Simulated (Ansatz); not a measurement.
**Single-point calculation, with input and output: C$_{2}$H$_{5}$FS$_{2}$**

- system: C$_{2}$H$_{5}$FS$_{2}$, SMILES CC(F)SS
- method: RKS PBE0-D4/def2-TZVPP (Ansatz 0.2.0)

The geometry comes from this level: PBE0-D4/def2-TZVP.

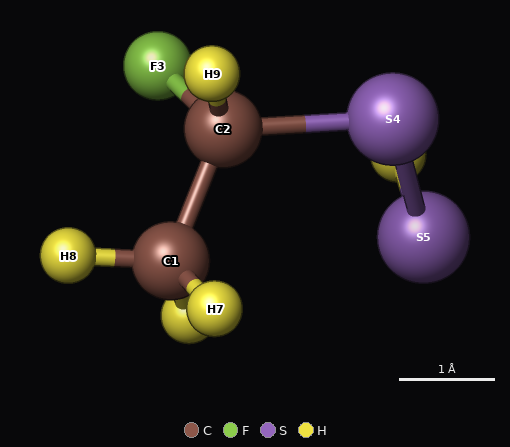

The input geometry (ball-and-stick view, seen at an oblique angle; atoms are numbered from 1 in the order of the input).

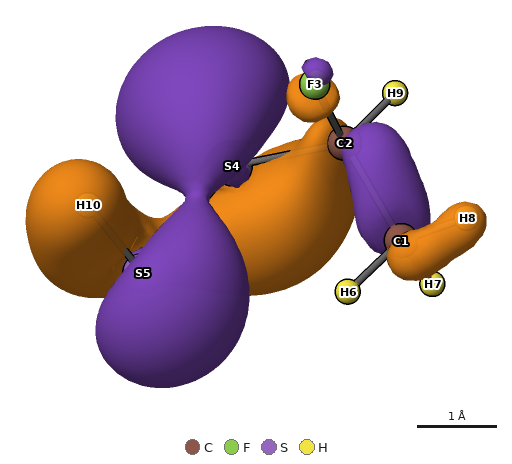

One frontier orbital at ±0.1 Å⁻³ᐟ² (orange and purple are the two phases), seen at a tilt. The HOMO, at −7.34 eV. It lies mainly on S4 (60 %) and S5 (30 %).

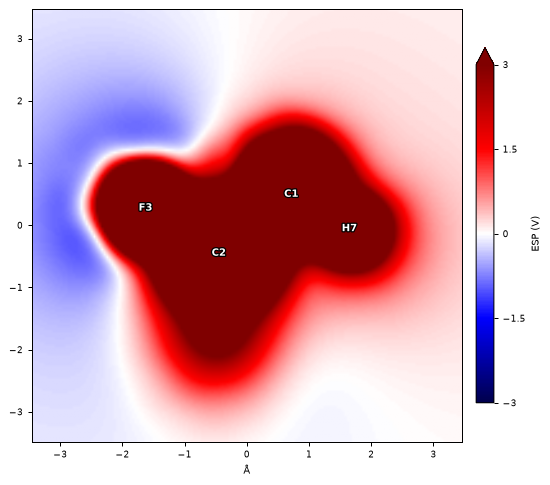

Molecular electrostatic potential on the plane of atoms C1, C2 and F3. Atoms in the plane: C, F and H.

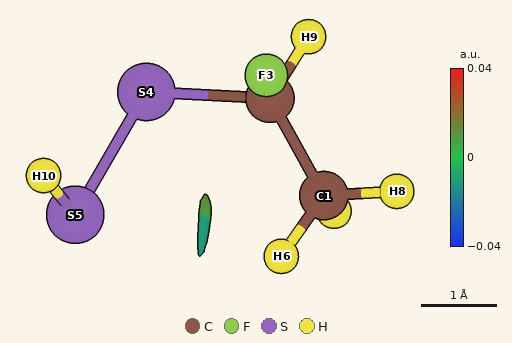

Non-covalent interaction (NCI) plot: the surface where the reduced density gradient is 0.4, for densities under 0.05 a.u., coloured by sign(λ₂)ρ; seen at a tilt.

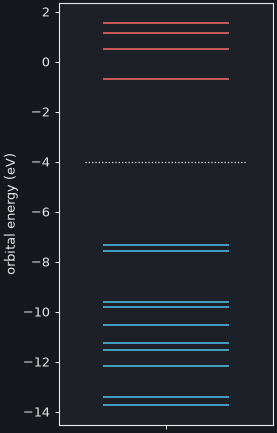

Orbital energies near the frontier; the dotted line parts filled from empty levels, and levels within 0.02 eV of each other stand side by side. Highest filled −7.34 eV, lowest empty −0.70 eV, 6.64 eV apart.

The input and output of the run follow.

### Input
```yaml
crystal:
  periodic: [false, false, false]
  atoms:
    - {symbol: C, position_ang: [-0.540923, 0.073234, 1.081849]}
    - {symbol: C, position_ang: [0.200154, -0.805060, 0.114819]}
    - {symbol: F, position_ang: [1.557718, -0.649035, 0.309394]}
    - {symbol: S, position_ang: [-0.218634, -0.570339, -1.630825]}
    - {symbol: S, position_ang: [-0.018591, 1.435223, -1.928983]}
    - {symbol: H, position_ang: [-0.347049, 1.124331, 0.863811]}
    - {symbol: H, position_ang: [-1.613373, -0.111539, 1.012379]}
    - {symbol: H, position_ang: [-0.205937, -0.144516, 2.097885]}
    - {symbol: H, position_ang: [-0.033629, -1.866071, 0.268040]}
    - {symbol: H, position_ang: [1.303465, 1.462673, -2.185471]}
basis:
  gaussian: {orbitals: def2-TZVPP}
hamiltonian: {xc: pbe0, dispersion: d4}
output: {orbitals: {seedname: orbitals}}
```

Launch command:
```bash
ansatz run in.yaml --threads 4 --pin off --events-out ev --progress --plain --max-ram 10444MiB
```

### What the program printed
```
Functional definition: PBE0
  name "PBE0"
  cite "Adamo & Barone, J. Chem. Phys. 110, 6158 (1999) doi:10.1063/1.478522"
  cite "Perdew, Burke & Ernzerhof, Phys. Rev. Lett. 77, 3865 (1996) doi:10.1103/PhysRevLett.77.3865"
  parent pbe
  parameter a = 0.25
  parameter kappa = 0.804
  parameter beta = 0.06672455060314922
  exchange = (1 - a)*pbe_x(kappa = kappa, mu = beta*pi^2/3) + a*exact_x
  correlation = pbe_c(beta = beta)
1441 factors; their error is unknown
mean field evaluation 1: about -26528.3426 eV, gradient 4.8e1 eV
mean field evaluation 2: about -26526.2441 eV, gradient 5.5e1 eV
mean field evaluation 4: about -26533.4020 eV, gradient 2.8e0 eV
mean field evaluation 8: about -26533.4169 eV, gradient 6.1e-2 eV
mean field evaluation 16: about -26533.4351 eV, gradient 1.2e-4 eV
mean field -26533.43512719 eV, -975.0857559159 hartree, gradient 3.6e-5 eV, S^2 0.000000; 0 other end points of the search recorded, 0 dependent functions left out
reference -26533.43515443 eV, -975.0857569170 hartree; 29, 29 occupied and 218, 218 virtual orbitals, 1441 factors
Total energy: -26533.64084417 eV, -975.0933158755 hartree
```

### Results in brief

```csv
quantity,value
outcome,converged
total energy,−26533.6408 eV
mean-field energy,−26533.4352 eV
dispersion energy,−0.2057 eV
SCF solution under orbital rotations,stable
HOMO,−7.34 eV
LUMO,−0.70 eV
hardware,"4 threads of AMD EPYC, 23 GiB of memory available, shared host"
wall time,2.7 s (CPU time 9.7 s)
peak memory,0.67 GiB
```
